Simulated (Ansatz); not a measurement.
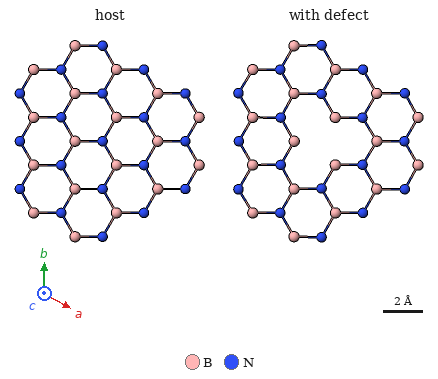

Left: perfect BN. Right: the same region with one point defect, after relaxing the atoms in a supercell of 36 sites. Style: ball-and-stick. Shown: the atoms within 5.4 Å of one point, in a slice 4.2 Å thick across the line of sight, along the c axis.

These are results of DFT, PBE, plane-wave PAW, default files, scalar-relativistic in Ansatz 0.2.0, not measurements. Settings: plane-wave cutoff 420 eV; k-point mesh 3 × 3 × 3; occupations fermi dirac; smearing width 0.01 eV; collinear spin. A uniform background neutralises the charged cell. The axes drawn are those of the host's conventional cell.

> Which defect is it?

A nitrogen atom is taken out (a vacancy).

The charge state of the cell is +1.

> How does the lattice respond?

Around the empty N site the host had 3 B at 1.44 Å; after relaxation the nearest atoms are 3 B at 1.43 Å. Of the host's atoms, a nitrogen atom moves furthest from its site, by 0.03 Å. The cell ends without a net magnetic moment. Relaxing the atoms from the host's sites lowers the energy by 0.14 eV.

Limits of the set-up: the periodic images lie only 6.6 Å apart, so the values are limited by the cell's size; the cell is charged, on a uniform background, and energies carry no finite-size correction.
